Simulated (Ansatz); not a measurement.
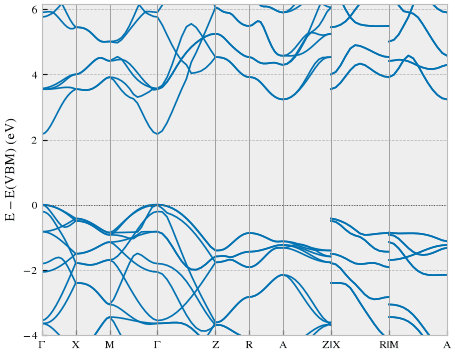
*Band structure from the program Ansatz at the PBE level (PAW)*

### Question
Read off the gap and where the band edges lie.

### Answer
About 2.2 eV (2.17 eV by a search for the band edges); maximum at Γ, minimum at Γ.

### Question
Which compound is it?
A. Zn4Te3S, P-4m2 (Pearson symbol tP8)
B. MgO, P4_2/mnm (Mg on 4g, O on 4f)
C. BP, P4_2/mnm (B on 4f, P on 4g)
D. ZnS, P4_2/mnm (Zn on 4g, S on 4f)

### Answer
D, ZnS, P4_2/mnm (Zn on 4g, S on 4f)

The start of the workflow was typed in or built on a structure type; neither database checked (COD, Materials Project) lists it. It is not the phase usual at ambient conditions (space group No. 186, 216). The PBE relaxation kept the symmetry of its start; whether a distortion lowers the energy is not shown. The volume moved by 18 % from the start of the relaxation.

Potentials: the earlier of the program's two PAW sets.
